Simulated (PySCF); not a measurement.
# CN, step by step

Aim: a series of 17 runs (UPBE0-D4/def2-TZVP, UCCSD(T)/cc-pVDZ, USVWN5/cc-pVDZ, UPBE/cc-pVDZ, UBLYP/cc-pVDZ, U-revPBE/cc-pVDZ, UTPSS/cc-pVDZ, U-r2SCAN/cc-pVDZ, and more) of CN. The job is set up through a Python script.

The calculation is run with PySCF 2.14.0.

## 1. The molecule

CN: 2 atoms, total charge 0, spin state doublet. The shape is cut from that of the parent molecule. The run starts from this shape.

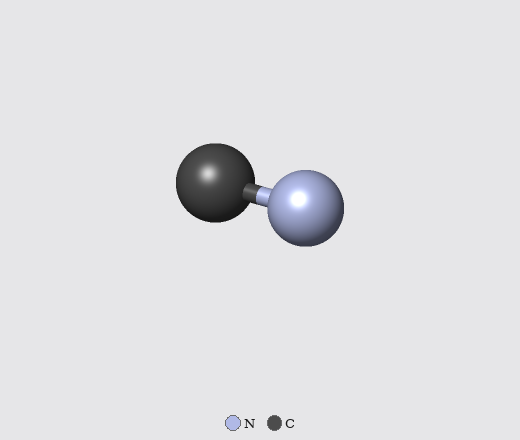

Viewed from a chosen angle; nitrogen light blue, carbon dark grey.

## 2. A geometry optimisation at UPBE0-D4/def2-TZVP (density fitting with def2-universal-jkfit) (run 1)

calc.py

```python
from pyscf import gto, dft
from pyscf.geomopt.geometric_solver import kernel as optimise

system = gto.M(
    atom='''
N       -1.035705      -2.315278       0.019106
C       -0.549250      -1.290008       0.041989
''',
    verbose=3,
    basis='def2-tzvp',
    spin=1,
    max_memory=1860,
)

mf = dft.UKS(system, xc='pbe0')
mf = mf.density_fit(auxbasis='def2-universal-jkfit')
mf.max_cycle = 100
mf.disp = 'd4'
mf.grids.level = 4
mf.conv_tol = 1e-09
converged, mol_eq = optimise(mf, maxsteps=80)
print('converged:', converged)
print(mol_eq.tostring())

mf.reset(mol_eq)
system = mol_eq
mf.kernel()
energy = mf.e_tot
print(f'total energy: {energy:.8f} hartree')
```

Run with:

```bash
$ OMP_NUM_THREADS=1 python calc.py
```

The program printed:

```text
<dir> SyntaxWarning: invalid escape sequence '\W'
  S = {(paw_set(r)[0], bool(re.search(r"spin_orbit\W+true|paw_fr", str((r.get("files") or {}).get("input") or "")) or re.search("(?i)spin.orbit\W+(value\W+)?(true|yes)|value\W+spin-orbit", json.dumps(r.get("inputs"), default=str)))) for r in records}

[... 17 lines left out ...]
> Convergence Criteria:
> Will converge when all 5 criteria are reached:
[... 13 lines left out ...]
WARN: Mole.unit (angstrom) is changed to Bohr
[... 1 line left out ...]
WARN: HOMO -0.322045703367994 >= LUMO -0.322045703367987
[... 1 line left out ...]
converged SCF energy = -92.6326964137956  <S^2> = 0.7629095  2S+1 = 2.0128681
[... 6 lines left out ...]
Step    0 : Gradient = 6.002e-02/6.002e-02 (rms/max) Energy = -92.6326964138
[... 7 lines left out ...]
converged SCF energy = -92.6340555187163  <S^2> = 0.76346053  2S+1 = 2.0134155
[... 14 lines left out ...]
converged SCF energy = -92.6340772033905  <S^2> = 0.76354015  2S+1 = 2.0134946
[... 9 lines left out ...]
Geometry optimization cycle 4
Cartesian coordinates (Angstrom)
 Atom        New coordinates             dX        dY        dZ
   N  -1.040948  -2.326605   0.018943   -0.000014 -0.000124  0.000027
   C  -0.543887  -1.278663   0.042221    0.000052  0.000127 -0.000005
converged SCF energy = -92.6340773424343  <S^2> = 0.76354789  2S+1 = 2.0135023
--------------- DFUKS_Scanner gradients ---------------
         x                y                z
0 N     0.0000004765     0.0000046860    -0.0000010470
1 C    -0.0000021237    -0.0000048130     0.0000001028
----------------------------------------------
cycle 4: E = -92.6340773424  dE = -1.39044e-07  norm(grad) = 7.13916e-06
Step    3 : Displace = 1.276e-04/1.276e-04 (rms/max) Trust = 2.000e-01 (+) Grad = 5.048e-06/5.262e-06 (rms/max) E (change) = -92.6340773424 (-1.390e-07) Quality = 1.013
Hessian Eigenvalues: 4.99994e-02 5.00000e-02 5.00000e-02 ... 5.00000e-02 5.00000e-02 1.18033e+00
Converged! =D

converged: True
N          -1.04094788       -2.32660527        0.01894275
C          -0.54388662       -1.27866278        0.04222117

WARN: HOMO -0.317800595314647 >= LUMO -0.31780059531464

converged SCF energy = -92.6340773425055  <S^2> = 0.76354238  2S+1 = 2.0134968
total energy: -92.63407734 hartree
```

It took 17 s on 1 thread of Arm Neoverse V2, shared host; peak memory 0.55 GiB.

The path in brief:

| step | energy from the first frame kept (eV) | largest force (eV/Å) |
| --- | --- | --- |
| 0 | 0.0000 | 3.0864 |
| 1 | -0.0370 | 0.3696 |
| 2 | -0.0376 | 0.0293 |
| 3 | -0.0376 | 0.0003 |

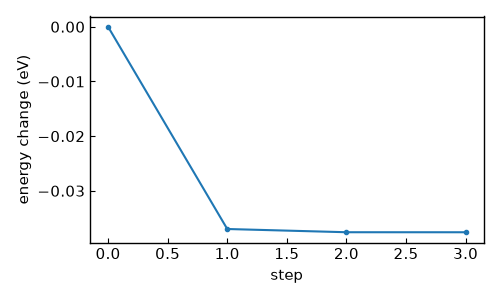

Energy along the run.

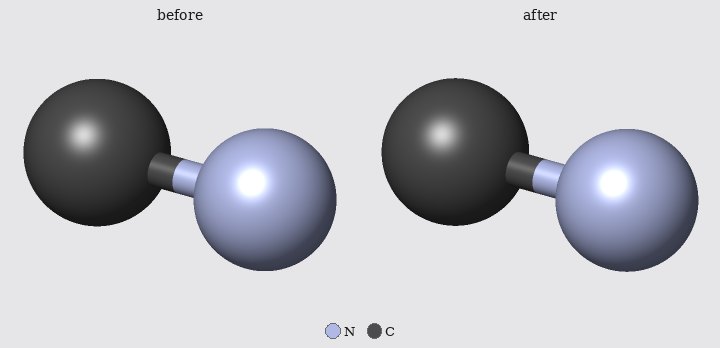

Before and after, at one scale.

After the run. Bond lengths: N1–C2 1.160 Å.

## 3. Fragment B of bond 3-2: a single-point energy at UCCSD(T)/cc-pVDZ (run 2)

input.py

```python
from pyscf import gto, cc

molecule = gto.Mole()
molecule.atom = 'N -1.040948 -2.326605 0.018943; C -0.543887 -1.278663 0.042221'
molecule.spin = 1
molecule.verbose = 3
molecule.max_memory = 1860
molecule.charge = 0
molecule.basis = 'cc-pvdz'
molecule.build()

calc0 = molecule.UHF()
calc0.conv_tol = 1e-10
calc0.kernel()
if not calc0.converged:
    calc0 = calc0.newton().run(calc0.mo_coeff, calc0.mo_occ)

mycc = cc.CCSD(calc0, frozen=2)
mycc.kernel()
e_t = mycc.ccsd_t()
etot = mycc.e_tot + e_t
print('E(%s) = %.9f' % ('CCSD(T)', etot))
```

Run with:

```bash
$ OMP_NUM_THREADS=1 python input.py
```

The program printed:

```text
<dir> SyntaxWarning: invalid escape sequence '\W'
  S = {(paw_set(r)[0], bool(re.search(r"spin_orbit\W+true|paw_fr", str((r.get("files") or {}).get("input") or "")) or re.search("(?i)spin.orbit\W+(value\W+)?(true|yes)|value\W+spin-orbit", json.dumps(r.get("inputs"), default=str)))) for r in records}

converged SCF energy = -92.2130317386137  <S^2> = 1.1049844  2S+1 = 2.3280759
E(UCCSD) = -92.47574374712029  E_corr = -0.2627120085066197
UCCSD(T) correction = -0.0121369932732507
E(CCSD(T)) = -92.487880740
```

Wall time 1.1 s (1 thread of Arm Neoverse V2, shared host); peak memory 0.13 GiB.

Runs 3 to 10 aren't shown in full; the table further down has their settings and results.

## 4. Fragment B of bond 3-2: a single-point energy at UB3LYP/cc-pVDZ (run 11)

geometry.xyz

```xyz
2

N     -1.040948    -2.326605     0.018943
C     -0.543887    -1.278663     0.042221
```

run.py

```python
from pyscf import gto, dft

mol = gto.M(
    atom='geometry.xyz',
    verbose=3,
    max_memory=1860,
    basis='cc-pvdz',
    spin=1,
)

calc0 = dft.UKS(mol, xc='b3lyp')
calc0.grids.level = 5
calc0.conv_tol = 1e-10
calc0.kernel()
if not calc0.converged:
    calc0 = calc0.newton().run(calc0.mo_coeff, calc0.mo_occ)

energy = calc0.e_tot
print('Final energy', energy)
```

Run with:

```bash
$ OMP_NUM_THREADS=1 python run.py
```

The program printed:

```text
<dir> SyntaxWarning: invalid escape sequence '\W'
  S = {(paw_set(r)[0], bool(re.search(r"spin_orbit\W+true|paw_fr", str((r.get("files") or {}).get("input") or "")) or re.search("(?i)spin.orbit\W+(value\W+)?(true|yes)|value\W+spin-orbit", json.dumps(r.get("inputs"), default=str)))) for r in records}

WARN: HOMO -0.315310434248446 >= LUMO -0.315310434248447

converged SCF energy = -92.7189851163425  <S^2> = 0.75709858  2S+1 = 2.007086
Final energy -92.71898511634251
```

Wall time 2.8 s (1 thread of Arm Neoverse V2, shared host); peak memory 0.2 GiB.

Runs 12 to 16 aren't shown in full; the table further down has their settings and results.

## 5. Fragment B of bond 3-2: a single-point energy at UB2PLYP/cc-pVDZ (run 17)

mol.xyz

```xyz
2

N     -1.040948    -2.326605     0.018943
C     -0.543887    -1.278663     0.042221
```

job.py

```python
from pyscf import gto, dft, mp

system = gto.Mole()
system.atom = 'mol.xyz'
system.max_memory = 1860
system.spin = 1
system.basis = 'cc-pvdz'
system.verbose = 3
system.build()

mf = dft.UKS(system)
mf.xc = '0.53*HF + 0.47*B88, 0.73*LYP'
mf.grids.level = 5
mf.conv_tol = 1e-10
mf.kernel()
if not mf.converged:
    mf = mf.newton().run(mf.mo_coeff, mf.mo_occ)

pt = mp.MP2(mf, frozen=2).run()
energy = mf.e_tot + 0.27 * pt.e_corr
print('PT2 part  %.8f' % (0.27 * pt.e_corr))
print('E = %.10f Eh' % energy)
```

Run with:

```bash
$ OMP_NUM_THREADS=1 python job.py
```

The program printed:

```text
<dir> SyntaxWarning: invalid escape sequence '\W'
  S = {(paw_set(r)[0], bool(re.search(r"spin_orbit\W+true|paw_fr", str((r.get("files") or {}).get("input") or "")) or re.search("(?i)spin.orbit\W+(value\W+)?(true|yes)|value\W+spin-orbit", json.dumps(r.get("inputs"), default=str)))) for r in records}

converged SCF energy = -92.5444741851295  <S^2> = 0.78503809  2S+1 = 2.0347364
E(UMP2) = -92.8908587017674  E_corr = -0.346384516637886
E(SCS-UMP2) = -92.8782536443742  E_corr = -0.333779459244738
PT2 part  -0.09352382
E = -92.6379980046 Eh
```

It took 3.3 s on 1 thread of Arm Neoverse V2, shared host; peak memory 0.2 GiB.

## 6. The series

| run | level | task | integral approximation | energy (Eh) | dipole moment (D) of the reference | HOMO energy (eV) | LUMO energy (eV) | wall time |
| --- | --- | --- | --- | --- | --- | --- | --- | --- |
| 1 | UPBE0-D4/def2-TZVP (density fitting with def2-universal-jkfit) | optimise | def2-universal-jkfit | -92.634077 | 1.49 | -10.83 | -6.37 | 17 s |
| 2 | UCCSD(T)/cc-pVDZ | energy | none | -92.487881 | 2.11 | -14.12 | -0.33 | 1.1 s |
| 3 | USVWN5/cc-pVDZ | energy | none | -91.914578 | 0.95 | -9.32 | -7.75 | 1.7 s |
| 4 | UPBE/cc-pVDZ | energy | none | -92.613485 | 0.98 | -9.19 | -7.33 | 2.5 s |
| 5 | UBLYP/cc-pVDZ | energy | none | -92.707546 | 0.91 | -9.00 | -7.36 | 2.4 s |
| 6 | U-revPBE/cc-pVDZ | energy | none | -92.705843 | 0.99 | -9.13 | -7.22 | 2.6 s |
| 7 | UTPSS/cc-pVDZ | energy | none | -92.741435 | 1.05 | -9.26 | -7.15 | 5.1 s |
| 8 | U-r2SCAN/cc-pVDZ | energy | none | -92.670473 | 1.29 | -9.54 | -6.88 | 4.5 s |
| 9 | UM06-L/cc-pVDZ | energy | none | -92.716415 | 1.33 | -9.54 | -6.71 | 4.5 s |
| 10 | UPBE0/cc-pVDZ | energy | none | -92.607105 | 1.34 | -10.66 | -6.12 | 2.6 s |
| 11 | UB3LYP/cc-pVDZ | energy | none | -92.718985 | 1.18 | -10.35 | -6.63 | 2.8 s |
| 12 | UBHLYP/cc-pVDZ | energy | none | -92.661562 | 1.60 | -11.94 | -5.03 | 3 s |
| 13 | UM06-2X/cc-pVDZ | energy | none | -92.686796 | 1.66 | -11.87 | -4.55 | 5.7 s |
| 14 | UCAM-B3LYP/cc-pVDZ | energy | none | -92.669433 | 1.34 | -12.08 | -5.08 | 3.6 s |
| 15 | U-wB97X/cc-pVDZ | energy | none | -92.688225 | 1.43 | -13.18 | -3.96 | 3.3 s |
| 16 | U-wB97M-V/cc-pVDZ | energy | none | -92.690339 | 1.37 | -12.94 | -4.05 | 8.7 s |
| 17 | UB2PLYP/cc-pVDZ | energy | none | -92.637998 | 1.70 | -11.87 | -4.44 | 3.3 s |

## 7. Outcome

| quantity | value |
| --- | --- |
| fragment B of bond 3-2, run 17: total energy | -92.63800 Eh |
| fragment B of bond 3-2, run 17: dipole moment (SCF part) | 1.70 D |
| fragment B of bond 3-2, run 17: HOMO energy (SCF part's orbitals) (highest over α and β) | -11.87 eV |
| fragment B of bond 3-2, run 17: LUMO energy (SCF part's orbitals) (lowest over α and β) | -4.44 eV |
| fragment B of bond 3-2, run 17: ⟨S²⟩ | 0.785 |

Over runs 3, 4, 5, 6, 7, 8, 9, 10, 11, 12, 13, 14, 15, 16, 17 the dipole moment (its size) runs from 0.91 D (UBLYP/cc-pVDZ) to 1.70 D (UB2PLYP/cc-pVDZ). A double hybrid's value is that of its SCF part. Totals of different functionals can't be ranked against each other. Spin contamination of the reference: run 2 ⟨S²⟩ = 1.10. All runs together took 75 s, the longest 17 s.
